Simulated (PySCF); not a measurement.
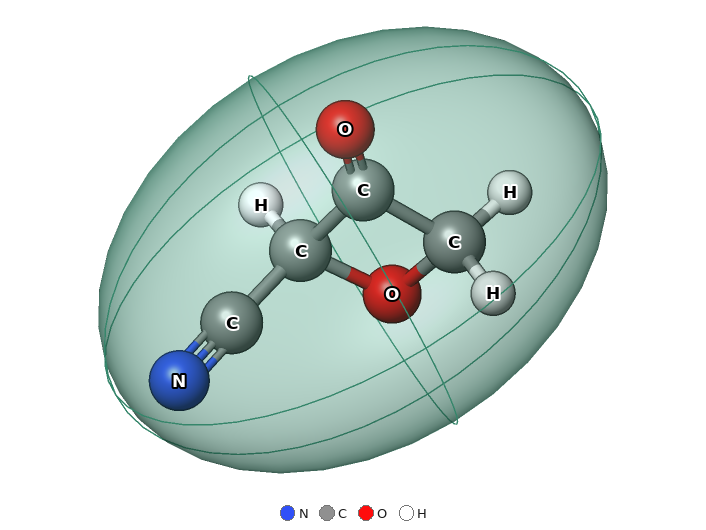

The ellipsoid shows the static dipole polarisability: its half-axes are proportional to the principal values. The computed structure is the end point of a GFN2-xTB optimisation. No frequency run is at hand to confirm it as a minimum. Method: PBE0/def2-SVPD (PySCF 2.14.0).

Question: How large and how anisotropic is the polarisability?

Answer: Principal values 44.1, 51.6, 66.7 bohr³; mean 54.1 bohr³ (8.02 Å³); anisotropy 19.9 bohr³, so the longest axis is 1.51 times the shortest.
